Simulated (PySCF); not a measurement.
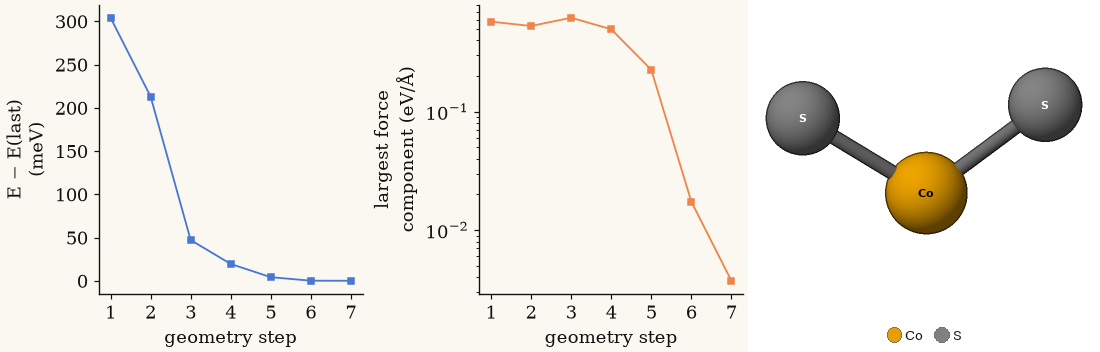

Beside the plot: the molecule at the start.

History of a geometry optimisation. The start has point group C2v, which is kept. A held symmetry can leave a saddle point.

The run: CoS2- molecule (charge −1), by RKS-based B3LYP, Co def2-SVPD, S def2-SVPD; non-relativistic Hamiltonian; density fitting in PySCF 2.14.0.

### How did it end, and what did it gain?

The optimisation met its thresholds at geometry 7, counting the start as the first. The energy fell by about 300 meV from the first step to the last. The largest force component goes from about 0.58 eV/Å at the start to 4 × 10⁻³ eV/Å at the end.

### By which step was nine tenths of the energy gained?

By step 4 of 7.
